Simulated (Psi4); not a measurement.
# CH3Cl2Si (SMILES [CH2][SiH](Cl)Cl): UB3LYP/6-31G(d) (Cartesian functions)

Aim: the vertical ionisation energy of CH3Cl2Si at UB3LYP/6-31G* (Cartesian functions), from 2 runs. 

The results are computed with Psi4 1.11.

## Step 1: The system as given

CH3Cl2Si: 7 atoms, total charge 0, spin state doublet. As SMILES, `[CH2][SiH](Cl)Cl`. Geometry: relaxed at PBE0-D4/def2-TZVP. This is one conformer, not always the lowest.

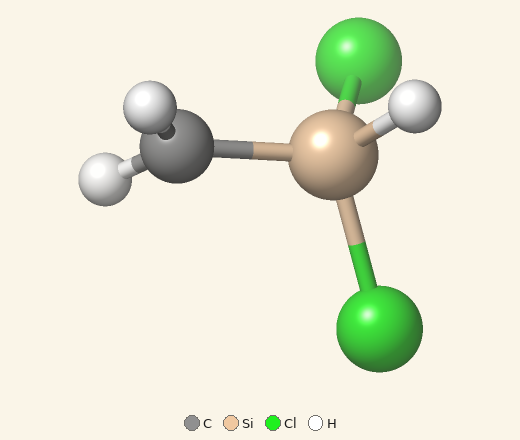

Viewed from a chosen angle; carbon grey, silicon light orange, chlorine green, hydrogen white.

## Step 2: Energy and gradient at UB3LYP/6-31G(d) (Cartesian functions)

input.in

```
memory 2.2 GB

molecule mol {
  0 2
  C     -0.692700     0.892600     0.197500
  Si     0.466300    -0.499500    -0.003900
  Cl     1.593800    -0.235400    -1.694300
  Cl    -0.574000    -2.252500    -0.209200
  H     -1.447700     1.127200    -0.545500
  H     -0.668800     1.540600     1.067500
  H      1.384500    -0.641000     1.142000
  symmetry c1
}

set {
  reference            uks
  puream               false
  e_convergence        1e-09
  d_convergence        1e-08
  scf_type             pk
  dft_radial_points    99
  dft_spherical_points 590
  maxiter              100
}

energy_value, wavefunction = gradient("b3lyp/6-31G*", return_wfn=True)
oeprop(wavefunction, "MULLIKEN_CHARGES", "LOWDIN_CHARGES", "DIPOLE")
```

Command:

```
$ psi4 -i input.in -o input.out -n 1
```

input.out, shortened:

```text
[...]
  Running in c1 symmetry.
[...]
  Nuclear repulsion =  261.789143782980091
[...]
  Multiplicity = 2
[...]
  Nalpha       = 29
  Nbeta        = 28
[...]
    Number of basis functions: 78
[...]
   @UKS iter   1: -1249.69178386354861   -1.42636e-01   6.56890e-03 ADIIS/DIIS
[...]
   @UKS iter  12: -1249.84160797696450   -5.22959e-12   7.59884e-09 DIIS
[...]
   @S^2 Observed:                7.532758791E-01
[...]
    Orbital Energies [Eh]
    ---------------------
    Alpha Occupied:
       1A   -101.545051     2A   -101.544995     3A    -66.210384
       4A    -10.225051     5A     -9.464799     6A     -9.464740
       7A     -7.226075     8A     -7.226025     9A     -7.220057
      10A     -7.220001    11A     -7.219754    12A     -7.219695
      13A     -5.354358    14A     -3.715124    15A     -3.713342
      16A     -3.710610    17A     -0.853743    18A     -0.826720
      19A     -0.716476    20A     -0.537823    21A     -0.460794
      22A     -0.418450    23A     -0.410809    24A     -0.402365
      25A     -0.344850    26A     -0.339522    27A     -0.327072
      28A     -0.323725    29A     -0.265857
    Alpha Virtual:
[...]
  @UKS Final Energy: -1249.84160797696450
   => Energetics <=
    Nuclear Repulsion Energy =            261.7891437829800907
    One-Electron Energy =               -2246.4269198415963729
    Two-Electron Energy =                 802.4944513508651198
    DFT Exchange-Correlation Energy =     -67.6982832692132632
    Empirical Dispersion Energy =           0.0000000000000000
    VV10 Nonlocal Energy =                  0.0000000000000000
    Total Energy =                      -1249.8416079769644966
[...]
  -Total Gradient:
     Atom            X                  Y                   Z
    ------   -----------------  -----------------  -----------------
       1        0.001650510241    -0.002162520653    -0.000591017016
       2       -0.002152111018    -0.003115471500    -0.007379971257
       3       -0.006347977114    -0.001644864773     0.008412008601
       4        0.005331040781     0.009202579529     0.000405099345
       5        0.001471072317    -0.000854273923     0.000943425792
       6        0.000242890707    -0.001357212858    -0.001416113924
       7       -0.000199130004    -0.000064521200    -0.000373554496
[...]
 Multipole Moments:
 ------------------------------------------------------------------------------------
     Multipole            Electronic (a.u.)      Nuclear  (a.u.)        Total (a.u.)
 ------------------------------------------------------------------------------------
 L = 1.  Multiply by 2.5417464519 to convert [e a0] to [Debye]
 Dipole X            :          1.6794882           -1.9619314           -0.2824432
 Dipole Y            :         -4.2450584            4.9504236            0.7053652
 Dipole Z            :         -3.3141812            3.8587550            0.5445738
 Magnitude           :                                                    0.9348128
[...]
  Mulliken Charges: (a.u.)
   Center  Symbol    Alpha    Beta     Spin     Total
       1     C     3.74235  2.72137  1.02099 -0.46372
       2    SI     6.73609  6.70703  0.02906  0.55688
       3    CL     8.62147  8.59838  0.02309 -0.21986
       4    CL     8.62114  8.59901  0.02214 -0.22015
       5     H     0.37973  0.42512 -0.04539  0.19515
       6     H     0.38158  0.42795 -0.04638  0.19047
       7     H     0.51763  0.52115 -0.00351 -0.03878
   Total alpha = 29.00000, Total beta = 28.00000, Total charge = -0.00000
  Lowdin Charges: (a.u.)
[...]
```

It took 35 s on 1 thread of Intel Xeon Platinum 8259CL at 2.50GHz (Skylake/Cascade Lake), shared host; peak memory 0.98 GiB.

## Step 3: The singlet cation: the energy at B3LYP/6-31G(d) (Cartesian functions)

ch3cl2si.py

```python
import psi4

psi4.set_memory(2200000000)
psi4.set_num_threads(1)
psi4.set_output_file('psi4.out', False)

molecule = psi4.geometry("""
1 1
C     -0.692700     0.892600     0.197500
Si     0.466300    -0.499500    -0.003900
Cl     1.593800    -0.235400    -1.694300
Cl    -0.574000    -2.252500    -0.209200
H     -1.447700     1.127200    -0.545500
H     -0.668800     1.540600     1.067500
H      1.384500    -0.641000     1.142000
symmetry c1
""")

psi4.set_options({
    'basis': '6-31G*',
    'puream': False,
    'e_convergence': 1e-09,
    'd_convergence': 1e-08,
    'scf_type': 'pk',
    'dft_radial_points': 99,
    'dft_spherical_points': 590,
})

e, wfn = psi4.energy("b3lyp", molecule=molecule, return_wfn=True)
psi4.oeprop(wfn, "DIPOLE", "WIBERG_LOWDIN_INDICES", "MAYER_INDICES", title="B3LYP")
print(f'b3lyp energy: {e:.10f} Eh')
```

Command:

```
$ python ch3cl2si.py
```

psi4.out, shortened:

```text
[...]
  Running in c1 symmetry.
[...]
  Nuclear repulsion =  261.789143782980091
[...]
  Multiplicity = 1
[...]
  Nalpha       = 28
  Nbeta        = 28
[...]
    Number of basis functions: 78
[...]
   @RKS iter   1: -1249.44946354571152    9.96847e-02   3.16672e-03 DIIS/ADIIS
[...]
   @RKS iter  12: -1249.48221724288874   -1.36424e-11   9.93368e-09 DIIS
[...]
    Orbital Energies [Eh]
    ---------------------
    Doubly Occupied:
       1A   -101.758588     2A   -101.757973     3A    -66.425434
       4A    -10.559378     5A     -9.676751     6A     -9.676160
       7A     -7.438271     8A     -7.437643     9A     -7.432887
      10A     -7.432312    11A     -7.430563    12A     -7.429988
      13A     -5.570916    14A     -3.931070    15A     -3.930186
      16A     -3.927204    17A     -1.060226    18A     -1.029867
      19A     -0.984987    20A     -0.764151    21A     -0.734810
      22A     -0.649371    23A     -0.619344    24A     -0.604752
      25A     -0.546077    26A     -0.537537    27A     -0.523538
      28A     -0.523323
[...]
  @RKS Final Energy: -1249.48221724288874
   => Energetics <=
    Nuclear Repulsion Energy =            261.7891437829800907
    One-Electron Energy =               -2233.7806926657576696
    Two-Electron Energy =                 789.9208432849155770
    DFT Exchange-Correlation Energy =     -67.4115116450265504
    Empirical Dispersion Energy =           0.0000000000000000
    VV10 Nonlocal Energy =                  0.0000000000000000
    Total Energy =                      -1249.4822172428885096
[...]
 Multipole Moments:
 ------------------------------------------------------------------------------------
     Multipole            Electronic (a.u.)      Nuclear  (a.u.)        Total (a.u.)
 ------------------------------------------------------------------------------------
 L = 1.  Multiply by 2.5417464519 to convert [e a0] to [Debye]
 Dipole X            :          0.7816134           -1.9619314           -1.1803180
 Dipole Y            :         -2.7902836            4.9504236            2.1601400
 Dipole Z            :         -2.6577695            3.8587550            1.2009856
 Magnitude           :                                                    2.7389271
[...]
```

On the terminal:

```text
b3lyp energy: -1249.4822172429 Eh
```

Run time: 19 s. Hardware: 1 thread of Intel Xeon Platinum 8259CL at 2.50GHz (Skylake/Cascade Lake), shared host; peak memory 0.98 GiB.

## Step 4: Summary of results

At UB3LYP/6-31G* (Cartesian functions):

| quantity | value |
| --- | --- |
| doublet CH3Cl2Si: total energy | -1249.84161 Eh |
| doublet CH3Cl2Si: dipole moment | 2.38 D |
| doublet CH3Cl2Si: HOMO energy (highest over α and β) | -7.23 eV |
| doublet CH3Cl2Si: LUMO energy (lowest over α and β) | -3.24 eV |
| doublet CH3Cl2Si: ⟨S²⟩ | 0.753 |
| doublet CH3Cl2Si: largest force on an atom | 0.548 eV/Å |
| singlet cation: total energy | -1249.48222 Eh |
| singlet cation: HOMO energy | -14.24 eV |
| singlet cation: LUMO energy | -12.02 eV |
| singlet cation: HOMO–LUMO gap | 2.22 eV |
| vertical ionisation energy (to the singlet cation) | 9.780 eV |

**Reading.** Removing an electron at fixed nuclei costs 9.78 eV (226 kcal/mol). The largest force (doublet CH3Cl2Si) is 0.55 eV/Å: the shape isn't a stationary point for this species at this level. Only the singlet of the ionised species was computed; a triplet could lie lower. Mulliken charges (doublet CH3Cl2Si) run from -0.46 on C1 to +0.56 on Si2; they depend strongly on the basis.
